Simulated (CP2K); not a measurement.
# Si2H6O (disiloxane): HF/STO-3G

What is the energy change on altering one bond length of Si2H6O (disiloxane) at HF/STO-3G? 

The results are computed with CP2K 2026.2.

4 further runs of the same task are left out: 1 that didn't finish, 3 set aside as unsound or not needed.

## 1. The system as given

Si2H6O has 9 atoms, charge 0, and is taken as a singlet. As SMILES, `[SiH3]O[SiH3]`. Geometry: relaxed at PBE0-D4/def2-TZVP.

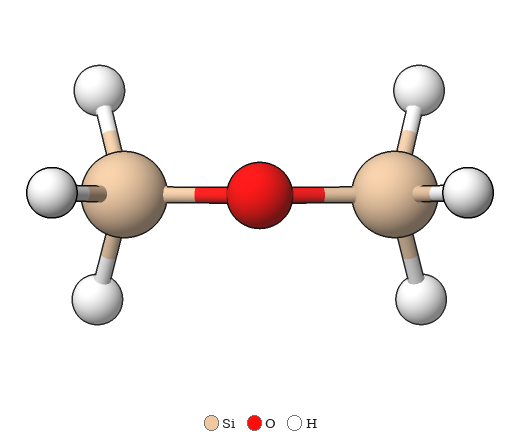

The structure, seen from a chosen angle (silicon light orange, oxygen red, hydrogen white).

## 2. The energy at HF/STO-3G

gas.inp

```
&global
    project gas
    run_type ENERGY
    print_level MEDIUM
&end global
&force_eval
    method Quickstep
    &dft
        basis_set_file_name ./sto_3g.basis
        potential_file_name POTENTIAL
        charge 0
        multiplicity 1
        &qs
            method GAPW
            eps_default 1.0E-10
        &end qs
        &mgrid
            cutoff 280
            rel_cutoff 50
            ngrids 4
        &end mgrid
        &poisson
            periodic NONE
            poisson_solver MULTIPOLE
        &end poisson
        &scf
            scf_guess ATOMIC
            eps_scf 1.0E-07
            max_scf 150
            added_mos 3
            &diagonalization
                algorithm STANDARD
            &end diagonalization
            &mixing
                method DIRECT_P_MIXING
                alpha 0.4
            &end mixing
        &end scf
        &xc
            &xc_functional NONE
            &end xc_functional
            &hf
                fraction 1
                &screening
                    eps_schwarz 1.0E-10
                    screen_on_initial_p F
                &end screening
                &interaction_potential
                    potential_type COULOMB
                &end interaction_potential
                &memory
                    max_memory 1050
                &end memory
            &end hf
        &end xc
        &print
            &moments
                periodic F
                reference COM
                max_moment 1
            &end moments
            &mo ON
                energies T
                occupation_numbers T
                ndigits 6
                &each
                    qs_scf 0
                &end each
                add_last NUMERIC
            &end mo
            &lowdin ON
            &end lowdin
            &hirshfeld OFF
            &end hirshfeld
        &end print
    &end dft
    &subsys
        &cell
            abc [angstrom] 11 11.2 11.2
            periodic NONE
        &end cell
        &coord
            UNIT bohr
            Si    -1.3422536     1.9892391    -1.7376410
            O      0.8041730     0.1719462    -0.4637010
            Si     1.4656149    -1.9630664     1.6662660
            H     -3.3774508     0.4281741    -2.8830796
            H     -0.1145930     3.5383610    -3.7231762
            H     -2.4683036     3.6712843     0.2103832
            H      4.2032611    -2.5381478     1.5117998
            H     -0.0175934    -4.3002608     1.1882220
            H      0.8471453    -0.9975297     4.2309267
        &end coord
        &topology
            &center_coordinates
            &end center_coordinates
        &end topology
        &kind Si
            basis_set STO-3G
            potential ALL
            lebedev_grid 194
            radial_grid 100
        &end kind
        &kind O
            basis_set STO-3G
            potential ALL
            lebedev_grid 194
            radial_grid 100
        &end kind
        &kind H
            basis_set STO-3G
            potential ALL
            lebedev_grid 194
            radial_grid 100
        &end kind
    &end subsys
&end force_eval
```

Run with:

```console
$ OMP_NUM_THREADS=1 cp2k.psmp -i gas.inp > gas.out 2>&1
```

What it wrote:

```text
CP2K| version string:                                       CP2K version 2026.2
[...]
 GLOBAL| Method name                                                        CP2K
[...]
 GLOBAL| Run type                                                         ENERGY
[...]
 DFT| Spin restricted Kohn-Sham (RKS) calculation                            RKS
 DFT| Multiplicity                                                             1
[...]
 DFT| Charge                                                                   0
[...]
 QS| Method:                                                                GAPW
[...]
 QS| Density cutoff [a.u.]:                                                140.0
[...]
 QS| Relative density cutoff [a.u.]:                                        25.0
[...]
                             - Atoms:                                          9
[...]
                             - Spherical basis functions:                     29
[...]
 Number of electrons:                                                         42
[...]
     1 P_Mix/Diag. 0.40E+00    0.7     1.27016756      -647.2320828427 -6.47E+02
[...]
    15 DIIS/Diag.  0.33E-07    0.3     0.00000002      -648.5656616495  1.14E-13
  *** SCF run converged in    15 steps ***
[...]
  Overlap energy of the core charge distribution:               0.00000026046387
  Self energy of the core charge distribution:               -332.69377847054000
  Core Hamiltonian energy:                                   -316.42274866857065
  Hartree energy:                                              70.29045694647853
  Exchange-correlation energy:                                  0.00000000000000
  Hartree-Fock Exchange energy:                               -51.56007504784262
[...]
                     Mulliken Population Analysis
 #  Atom  Element  Kind  Atomic population                           Net charge
       1     Si       1         13.146516                              0.853484
       2     O        2          8.658505                             -0.658505
       3     Si       1         13.146507                              0.853493
       4     H        3          1.178186                             -0.178186
       5     H        3          1.167674                             -0.167674
       6     H        3          1.178424                             -0.178424
       7     H        3          1.167629                             -0.167629
       8     H        3          1.178174                             -0.178174
       9     H        3          1.178385                             -0.178385
 # Total charge                             42.000000                 -0.000000
[...]
  Dipole moment [Debye]
    X= -0.4308199E+00 Y= -0.9209052E-01 Z=  0.2501238E+00  Total=      0.5066048
 ENERGY| Total FORCE_EVAL ( QS ) energy [hartree]           -648.565661649501408
[...]
```

Wall time 6 s (1 thread of Arm Neoverse V2, shared host); peak memory 0.71 GiB.

## 3. The distorted shape

qs.inp

```
&FORCE_EVAL
    METHOD QS
    &DFT
        BASIS_SET_FILE_NAME ./sto_3g.basis
        POTENTIAL_FILE_NAME POTENTIAL
        CHARGE 0
        MULTIPLICITY 1
        # Quickstep
        &QS
            METHOD GAPW
            EPS_DEFAULT 1.0E-10
        &END QS
        &MGRID
            CUTOFF 280
            REL_CUTOFF 50
            NGRIDS 4
        &END MGRID
        &POISSON
            PERIODIC NONE
            POISSON_SOLVER MULTIPOLE
        &END POISSON
        &SCF
            SCF_GUESS ATOMIC
            EPS_SCF 1.0E-07
            MAX_SCF 100
            ADDED_MOS 3
            &DIAGONALIZATION
                ALGORITHM STANDARD
            &END DIAGONALIZATION
            &MIXING
                METHOD DIRECT_P_MIXING
                ALPHA 0.4
            &END MIXING
        &END SCF
        # functional
        &XC
            &XC_FUNCTIONAL NONE
            &END XC_FUNCTIONAL
            # exact exchange
            &HF
                FRACTION 1
                &SCREENING
                    EPS_SCHWARZ 1.0E-10
                    SCREEN_ON_INITIAL_P F
                &END SCREENING
                &INTERACTION_POTENTIAL
                    POTENTIAL_TYPE COULOMB
                &END INTERACTION_POTENTIAL
                &MEMORY
                    MAX_MEMORY 1050
                &END MEMORY
            &END HF
        &END XC
        # extra output
        &PRINT
            &MOMENTS
                PERIODIC F
                REFERENCE COM
                MAX_MOMENT 1
            &END MOMENTS
            &MO ON
                ENERGIES T
                OCCUPATION_NUMBERS T
                NDIGITS 6
                &EACH
                    QS_SCF 0
                &END EACH
                ADD_LAST NUMERIC
            &END MO
            &LOWDIN ON
            &END LOWDIN
            &HIRSHFELD OFF
            &END HIRSHFELD
        &END PRINT
    &END DFT
    # atoms, cell and kinds
    &SUBSYS
        &CELL
            ABC [angstrom] 11.2 11.4 11.3
            PERIODIC NONE
        &END CELL
        &COORD
            Si    -0.880661     1.196907    -1.020638
            O      0.425550     0.090990    -0.245380
            Si     0.775570    -1.038810     0.881750
            H     -1.957641     0.370827    -1.626778
            H     -0.231011     2.016667    -2.071338
            H     -1.476541     2.087007     0.010212
            H      2.224270    -1.343130     0.800010
            H     -0.009310    -2.275600     0.628780
            H      0.448290    -0.527870     2.238910
        &END COORD
        &TOPOLOGY
            &CENTER_COORDINATES
            &END CENTER_COORDINATES
        &END TOPOLOGY
        &KIND Si
            BASIS_SET STO-3G
            POTENTIAL ALL
            LEBEDEV_GRID 194
            RADIAL_GRID 100
        &END KIND
        &KIND O
            BASIS_SET STO-3G
            POTENTIAL ALL
            LEBEDEV_GRID 194
            RADIAL_GRID 100
        &END KIND
        &KIND H
            BASIS_SET STO-3G
            POTENTIAL ALL
            LEBEDEV_GRID 194
            RADIAL_GRID 100
        &END KIND
    &END SUBSYS
&END FORCE_EVAL

&GLOBAL
    PROJECT_NAME qs
    RUN_TYPE ENERGY
    PRINT_LEVEL MEDIUM
&END GLOBAL
```

Run with:

```console
$ OMP_NUM_THREADS=1 cp2k.psmp qs.inp > qs.out
```

What it wrote, shortened:

```text
CP2K| version string:                                       CP2K version 2026.2
[...]
 GLOBAL| Method name                                                        CP2K
[...]
 GLOBAL| Run type                                                         ENERGY
[...]
 DFT| Spin restricted Kohn-Sham (RKS) calculation                            RKS
 DFT| Multiplicity                                                             1
[...]
 DFT| Charge                                                                   0
[...]
 QS| Method:                                                                GAPW
[...]
 QS| Density cutoff [a.u.]:                                                140.0
[...]
 QS| Relative density cutoff [a.u.]:                                        25.0
[...]
                             - Atoms:                                          9
[...]
                             - Spherical basis functions:                     29
[...]
 Number of electrons:                                                         42
[...]
     1 P_Mix/Diag. 0.40E+00    0.7     1.26669786      -646.9829551310 -6.47E+02
[...]
    16 DIIS/Diag.  0.76E-07    0.3     0.00000010      -648.5285388618 -4.55E-13
  *** SCF run converged in    16 steps ***
[...]
  Overlap energy of the core charge distribution:               0.00000022553591
  Self energy of the core charge distribution:               -332.69377847054000
  Core Hamiltonian energy:                                   -316.59499732570657
  Hartree energy:                                              70.48709481723542
  Exchange-correlation energy:                                  0.00000000000000
  Hartree-Fock Exchange energy:                               -51.48372836371727
[...]
                     Mulliken Population Analysis
 #  Atom  Element  Kind  Atomic population                           Net charge
       1     Si       1         13.234660                              0.765340
       2     O        2          8.608514                             -0.608514
       3     Si       1         13.156980                              0.843020
       4     H        3          1.156322                             -0.156322
[...]
  Dipole moment [Debye]
    X= -0.9109441E+00 Y=  0.4202015E+00 Z= -0.1507975E+00  Total=      1.0144596
 ENERGY| Total FORCE_EVAL ( QS ) energy [hartree]           -648.528538861775360
[...]
```

Wall time 6.6 s (1 thread of Arm Neoverse V2, shared host); peak memory 0.71 GiB.

## 4. Results

At HF/STO-3G:

```
                                                          quantity          value
                                         first shape: total energy  -648.56566 Eh
                                        first shape: dipole moment         0.51 D
                                          first shape: HOMO energy       -8.33 eV
                                          first shape: LUMO energy       11.79 eV
                                        first shape: HOMO–LUMO gap       20.12 eV
                                     distorted shape: total energy  -648.52854 Eh
                                    distorted shape: dipole moment         1.01 D
                                      distorted shape: HOMO energy       -7.82 eV
                                      distorted shape: LUMO energy        9.49 eV
                                    distorted shape: HOMO–LUMO gap       17.31 eV
energy change with the Si1–O2 bond stretched from 1.634 to 1.879 Å       1.010 eV
```

In words: With the Si1–O2 bond stretched from 1.634 to 1.879 Å the energy rises by 1.01 eV (23 kcal/mol). The first shape isn't relaxed at this level, so the change isn't measured from a minimum. The minimal basis adds a large error of its own.
